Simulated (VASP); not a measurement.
Band structure of NbW3 (ordered alloy cell). Calculation: PBEsol GGA, VASP's PBE PAW potentials (set 64) (plane waves; VASP).

Unless said otherwise, spin-orbit coupling is left out, though it shifts the bands of the heavy elements here.

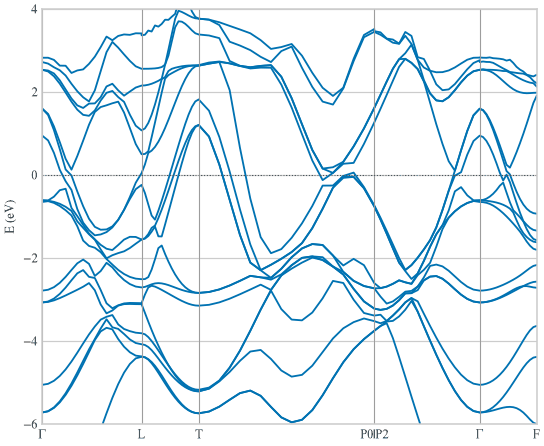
Fig. 1. Bands along high-symmetry lines, zero at the valence-band maximum or, without a gap, the Fermi level

Task: Read the plot: is there a gap, and where are the band edges?

Result: It has no gap at this level: it comes out as a metal or semimetal. (Edges off the drawn lines would not show.)

The structure was generated: NbW3 was put into an ordered model structure (R-3m), which need not be its known phase. It was relaxed first. The electron count is odd and the run is not spin-polarised, which forces a metal.
